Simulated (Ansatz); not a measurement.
HHfI3O (SMILES [OH][Hf]([I])([I])[I])

Input

```
crystal:
  periodic: [false, false, false]
  atoms:
    - {symbol: O, position_ang: [-0.726395, 0.260804, 1.317298]}
    - {symbol: Hf, position_ang: [0.164774, -0.059334, -0.298814]}
    - {symbol: I, position_ang: [2.739975, -0.677960, 0.231011]}
    - {symbol: I, position_ang: [-1.040187, -2.116097, -1.568743]}
    - {symbol: I, position_ang: [0.041577, 2.168913, -1.820455]}
    - {symbol: H, position_ang: [-1.179743, 0.423674, 2.139713]}
basis:
  gaussian: {orbitals: def2-TZVPP}
hamiltonian: {xc: pbe0, dispersion: d4}
output: {orbitals: {seedname: orbitals}}
```

Command:

```sh
ansatz run in.yaml --threads 4 --pin off --events-out ev --progress --plain --max-ram 11315MiB
```

Geometry: PBE0-D4/def2-TZVP; core potentials replace the inner electrons of Hf and I.

The calculation used RKS PBE0-D4/def2-TZVPP in Ansatz 0.2.0.

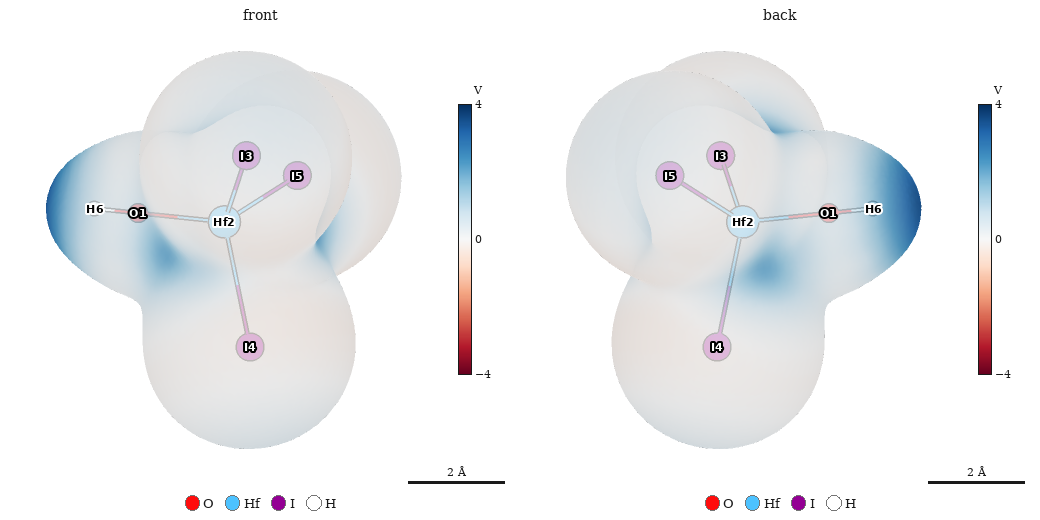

Figure 1. The electrostatic potential painted on the density surface at 0.002 e/bohr³, seen from the front and from behind; red is negative and blue positive.

Question: Where is the surface potential most negative and most positive?

Answer: The most negative region (about −0.2 V) lies over I3, I4 and I5, the most positive (about +3.3 V) over H6. I3 shows a σ-hole: about +0.4 V at the tip opposite its bond, against about −0.1 V on its flanks. I4 shows a σ-hole: about +0.4 V at the tip opposite its bond, against about −0.1 V on its flanks. I5 shows a σ-hole: about +0.4 V at the tip opposite its bond, against about −0.1 V on its flanks.

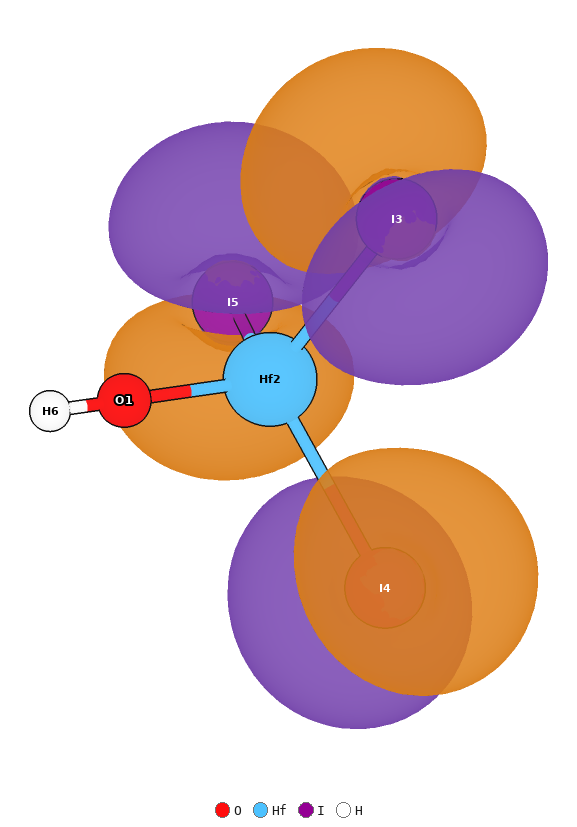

Figure 2. The HOMO at ±0.06 Å⁻³ᐟ² (orange and purple are the two phases), seen at a tilt.

Question: What is the character of this orbital?

Answer: By Hirshfeld shares it lies mainly on I3 (about 30 %), I4 (about 30 %) and I5 (about 30 %); largely a combination of lone pairs on I3, I4 and I5. Its energy is −7.65 eV.

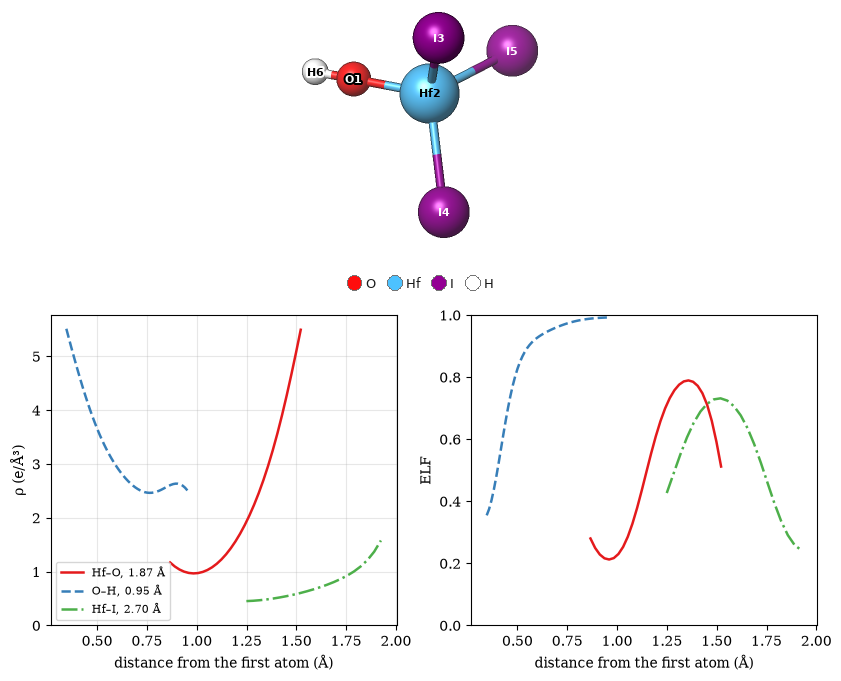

Figure 3. Electron density and electron localisation function along straight lines between neighbouring atoms. The curves leave out the atomic cores. The structure is drawn too.

Question: Compare the contacts.

Answer: Hf–O (1.87 Å): the density is about 1 e/Å³ at the midpoint; the ELF peaks at about 0.80 in the valence shell of O, 0.5 Å from its nucleus, and drops to about 0.20 between the two atoms.
O–H (0.95 Å): the density is about 3.9 e/Å³ at the midpoint; the ELF climbs to about 1 towards the hydrogen, as it does in any bond to H: a covalent bond by its length.
Hf–I (2.70 Å): the density is about 0.48 e/Å³ at the midpoint; the ELF peaks at about 0.75 in the valence shell of I, 1.2 Å from its nucleus, and is about 0.60 at the midpoint.

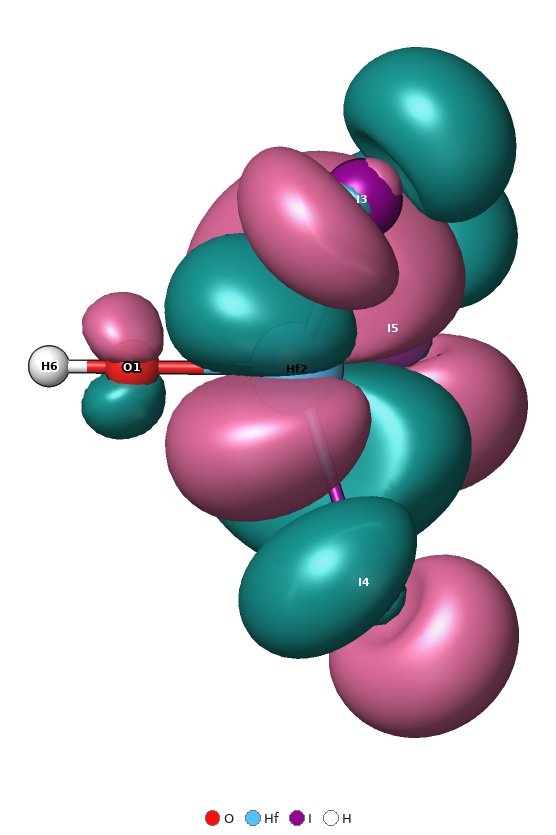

Figure 4. The LUMO at ±0.05 Å⁻³ᐟ² (teal and pink are the two phases), seen at a tilt.

Question: Where does this orbital lie, and at what energy?

Answer: Its weight (Hirshfeld) is mainly on Hf2 (about 60 %), I3 (about 10 %), I4 (about 10 %) and I5 (about 10 %). It is one of a degenerate set, so its orientation is arbitrary. Its energy is −2.06 eV.
